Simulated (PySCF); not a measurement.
## Two runs on C₄H₃F₅

System: C₄H₃F₅.
Method of run A: GIAO PBE0/pcSseg-1 NMR shielding, non-relativistic, gas phase (PySCF 2.14.0).

The geometry comes from this level: GFN2-xTB, NEB image 2 of 0 to 8. Text and figures count atoms from 1; the logs count them from 0 in places.

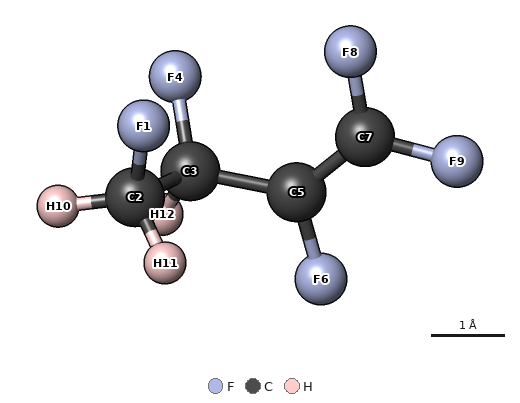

**Figure 1.** The structure as given in the input (ball-and-stick view, seen at a tilt; atoms are numbered from 1 in the order of the input). Bond lengths as drawn: C–C 1.33 to 1.54 Å, C–F 1.31 to 1.37 Å and C–H 1.09 to 1.10 Å.

**Input file, run A**
```
{"job": {"kind": "nmr", "xc": "PBE0", "basis": "pcSseg-1", "pop": false}, "charge": 0, "multiplicity": 1}
F     -1.052700     0.423800    -1.822200
C     -1.471000     0.118800    -0.563300
C     -0.421500    -0.742300     0.169000
F      0.070700    -1.696600    -0.676900
C      0.696900     0.080600     0.750100
F      0.504700     0.395700     2.047200
C      1.794000     0.518400     0.140300
F      2.091200     0.286100    -1.117700
F      2.729300     1.241600     0.728800
H     -2.417800    -0.421900    -0.653100
H     -1.615600     1.064900    -0.030700
H     -0.906900    -1.269700     1.002300
```

The first line tells a small driver script what to run in PySCF; the rest is the geometry in Å.

Launched with:
```bash
OMP_NUM_THREADS=1 python <driver script> task.json out
```

Hardware: 1 CPU thread, shared host.

**Output (run A)**
```
coarse grid: 11640 points
cycle   1  E = -652.4480458066  dE =  1.418e+00  |g| = 9.256e-01  |ddm| = 3.109e+00
cycle   2  E = -652.2774068898  dE =  1.706e-01  |g| = 1.421e+00  |ddm| = 1.495e+00
cycle   3  E = -652.5854250965  dE = -3.080e-01  |g| = 7.197e-02  |ddm| = 9.635e-01
cycle   4  E = -652.5859465008  dE = -5.214e-04  |g| = 4.272e-02  |ddm| = 6.360e-02
cycle   5  E = -652.5862644115  dE = -3.179e-04  |g| = 1.105e-02  |ddm| = 3.409e-02
cycle   6  E = -652.5862873700  dE = -2.296e-05  |g| = 3.882e-03  |ddm| = 9.818e-03
cycle   7  E = -652.5862902936  dE = -2.924e-06  |g| = 7.158e-04  |ddm| = 3.503e-03
final grid: 118968 points
cycle   8  E = -652.6726902713  dE = -5.623e-05  |g| = 8.381e-03  |ddm| = 2.334e-02
cycle   9  E = -652.6726768189  dE =  1.345e-05  |g| = 1.272e-02  |ddm| = 1.359e-02
cycle  10  E = -652.6727034377  dE = -2.662e-05  |g| = 8.276e-04  |ddm| = 7.720e-03
cycle  11  E = -652.6727035581  dE = -1.204e-07  |g| = 3.254e-04  |ddm| = 8.713e-04
cycle  12  E = -652.6727035764  dE = -1.829e-08  |g| = 1.340e-04  |ddm| = 3.143e-04
cycle  13  E = -652.6727035804  dE = -4.036e-09  |g| = 2.699e-05  |ddm| = 1.206e-04
cycle  14  E = -652.6727035806  dE = -1.419e-10  |g| = 7.914e-06  |ddm| = 2.607e-05
converged SCF energy = -652.6727035806

GIAO shielding tensors (ppm)
atom      isotropic    diamagn.    paramagn.     s11        s22        s33       span
  0 F      438.070     471.267     -33.197    396.311    442.273    475.627     79.316
  1 C      100.479     241.216    -140.737     74.870     86.097    140.469     65.599
  2 C       96.339     240.145    -143.806     74.441     80.884    133.693     59.253
  3 F      413.296     472.048     -58.752    367.200    413.955    458.732     91.532
  4 C       49.031     254.463    -205.432     13.507     44.597     88.990     75.484
  5 F      367.061     471.511    -104.449    314.551    382.135    404.498     89.947
  6 C       18.943     248.986    -230.043    -42.322     39.909     59.242    101.564
  7 F      286.171     473.768    -187.598    272.761    286.357    299.395     26.634
  8 F      268.712     469.520    -200.808    242.753    278.365    285.018     42.265
  9 H       26.496      27.156      -0.660     22.117     26.271     31.100      8.982
 10 H       26.920      28.145      -1.225     23.576     26.857     30.327      6.751
 11 H       26.390      28.306      -1.916     23.650     26.458     29.063      5.413
```

For run B the input was changed thus:
```diff
-F     -1.052700     0.423800    -1.822200
-C     -1.471000     0.118800    -0.563300
-C     -0.421500    -0.742300     0.169000
-F      0.070700    -1.696600    -0.676900
-C      0.696900     0.080600     0.750100
-F      0.504700     0.395700     2.047200
-C      1.794000     0.518400     0.140300
-F      2.091200     0.286100    -1.117700
-F      2.729300     1.241600     0.728800
-H     -2.417800    -0.421900    -0.653100
-H     -1.615600     1.064900    -0.030700
-H     -0.906900    -1.269700     1.002300
+F     -0.835200     0.975400    -1.397200
+C     -1.465500     0.109700    -0.551100
+C     -0.446700    -0.719300     0.245200
+F      0.021900    -1.748100    -0.531100
+C      0.700700     0.119100     0.741600
+F      0.546000     0.578200     1.997400
+C      1.787000     0.452600     0.051300
+F      2.034000     0.058900    -1.177900
+F      2.772300     1.194500     0.520500
+H     -2.086300    -0.553900    -1.160200
+H     -2.078000     0.710400     0.127800
+H     -0.949000    -1.177900     1.107800
```

Predict how the results change.

With the same method and basis, run B lies 2.1 kcal/mol lower. The HOMO goes from −7.66 to −7.59 eV. The LUMO goes from 0.02 to 0.08 eV. The dipole moment goes from 2.55 to 2.65 D. Of all shieldings, the largest change is that of F4, by −20.5 ppm. The number of SCF iterations is the same.

**Output (run B)**
```
coarse grid: 11640 points
cycle   1  E = -652.4523352065  dE =  1.419e+00  |g| = 9.271e-01  |ddm| = 3.106e+00
cycle   2  E = -652.2837540647  dE =  1.686e-01  |g| = 1.418e+00  |ddm| = 1.477e+00
cycle   3  E = -652.5898155099  dE = -3.061e-01  |g| = 7.188e-02  |ddm| = 9.541e-01
cycle   4  E = -652.5903368305  dE = -5.213e-04  |g| = 4.298e-02  |ddm| = 6.483e-02
cycle   5  E = -652.5906512946  dE = -3.145e-04  |g| = 1.074e-02  |ddm| = 3.386e-02
cycle   6  E = -652.5906723147  dE = -2.102e-05  |g| = 3.886e-03  |ddm| = 9.617e-03
cycle   7  E = -652.5906753056  dE = -2.991e-06  |g| = 7.406e-04  |ddm| = 3.580e-03
final grid: 118968 points
cycle   8  E = -652.6759668344  dE = -5.181e-05  |g| = 8.245e-03  |ddm| = 2.266e-02
cycle   9  E = -652.6759539786  dE =  1.286e-05  |g| = 1.246e-02  |ddm| = 1.322e-02
cycle  10  E = -652.6759798076  dE = -2.583e-05  |g| = 8.691e-04  |ddm| = 7.555e-03
cycle  11  E = -652.6759799408  dE = -1.332e-07  |g| = 3.152e-04  |ddm| = 8.736e-04
cycle  12  E = -652.6759799575  dE = -1.672e-08  |g| = 1.400e-04  |ddm| = 3.172e-04
cycle  13  E = -652.6759799619  dE = -4.400e-09  |g| = 2.643e-05  |ddm| = 1.248e-04
cycle  14  E = -652.6759799621  dE = -1.348e-10  |g| = 7.867e-06  |ddm| = 2.514e-05
converged SCF energy = -652.6759799621

GIAO shielding tensors (ppm)
atom      isotropic    diamagn.    paramagn.     s11        s22        s33       span
  0 F      426.161     473.925     -47.765    399.332    407.480    471.670     72.339
  1 C      100.326     240.373    -140.047     75.626     85.727    139.625     63.999
  2 C       92.758     241.911    -149.153     70.243     81.257    126.775     56.531
  3 F      392.789     472.964     -80.175    331.651    405.925    440.790    109.139
  4 C       53.468     253.736    -200.268     13.756     57.047     89.602     75.845
  5 F      371.072     471.473    -100.401    314.408    388.636    410.172     95.764
  6 C       17.382     248.708    -231.326    -48.645     40.963     59.828    108.473
  7 F      284.949     473.952    -189.003    272.151    286.150    296.546     24.395
  8 F      266.015     469.385    -203.370    232.182    279.844    286.018     53.837
  9 H       26.440      27.047      -0.606     22.654     25.964     30.704      8.050
 10 H       26.985      27.787      -0.802     23.070     26.459     31.425      8.354
 11 H       26.320      28.436      -2.116     23.319     26.494     29.145      5.826
```

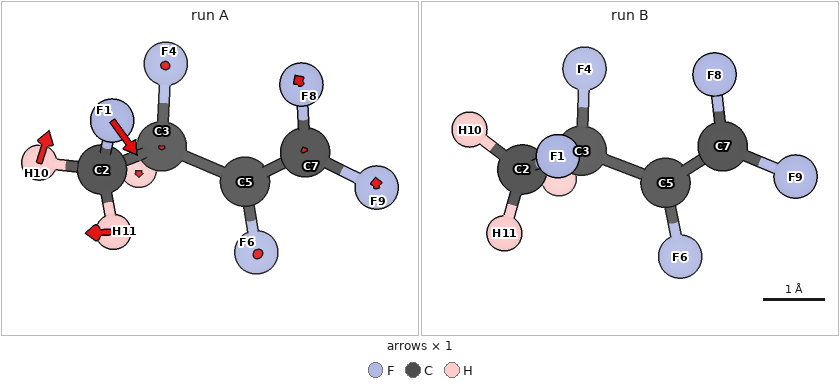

**Figure 2.** The two input geometries at one scale (ball-and-stick view, seen at a tilt). The red arrows on the first give the shifts of the atoms after the best rigid fit, at true length. An F atom moves most after the best rigid fit: 0.73 Å. By element the largest moves are F 0.73 Å, H 0.62 Å, C 0.11 Å. Among the contacts that change: C–C 1.542 → 1.536 Å, C–F 1.367 → 1.371 Å.

**The two runs side by side**

| quantity | run A | run B |
| --- | --- | --- |
| outcome | converged | converged |
| total energy (hartree) | −652.672704 | −652.675980 |
| HOMO (eV) | −7.66 | −7.59 |
| LUMO (eV) | 0.02 | 0.08 |
| dipole moment (D) | 2.55 | 2.65 |
| shielding of F1 (ppm) | 438.1 | 426.2 |
| shielding of C3 (ppm) | 96.3 | 92.8 |
| shielding of F4 (ppm) | 413.3 | 392.8 |
| shielding of C5 (ppm) | 49.0 | 53.5 |
| shielding of F6 (ppm) | 367.1 | 371.1 |
| shielding of C7 (ppm) | 18.9 | 17.4 |
| shielding of F9 (ppm) | 268.7 | 266.0 |
| SCF iterations | 14 | 14 |
| basis functions | 168 | 168 |
| wall time (shared host) | 51 s | 55 s |
